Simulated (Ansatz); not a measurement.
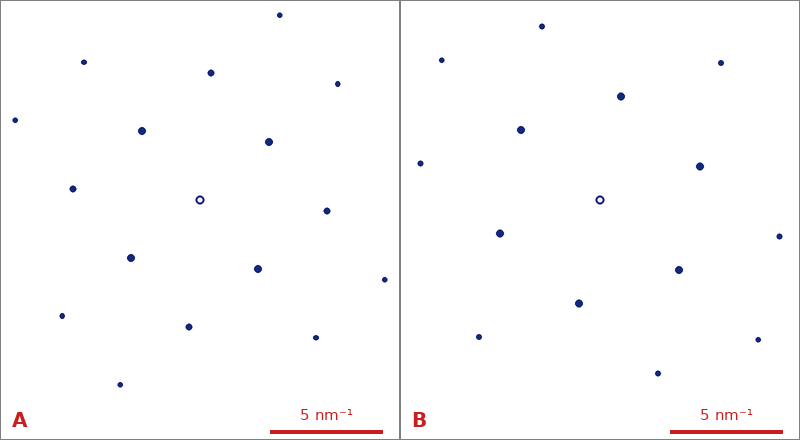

Kinematic electron diffraction patterns (120 kV, B = 0.5 Å², same scale, each along a low-index zone) of two structures of composition ReS, each relaxed at zero pressure with DFT PBE, scalar-relativistic, plane waves, PAW in Ansatz. Each run keeps the magnetic state that it reached.

The structures (standard cells):
1. Pm-3m (No. 221), a = 2.976 Å, 2 atoms; generated start, possibly hypothetical
2. Fm-3m (No. 225), a = 4.937 Å, 8 atoms; generated start, possibly hypothetical

Which pattern belongs to which structure, and along which zone?

Answer. A is structure 2 along [001] or an equivalent direction: square net of 2 0 0 at d = 2.47 Å and 0 2 0 at d = 2.47 Å, 90.0° apart. B is structure 1 along [111] or an equivalent direction: hexagonal net of -1 1 0 at d = 2.10 Å and -1 0 1 at d = 2.10 Å, 60.0° apart.

Which structure lies lowest at this level of theory, and by how much?

Answer. Structure 1 (Pm-3m, 13.17 Å³ an atom) is the lowest of these; structure 2 (Fm-3m, 15.04 Å³ an atom) lies about 560 meV an atom higher. These are static energies at 0 K; other structures, not shown, may lie lower still.
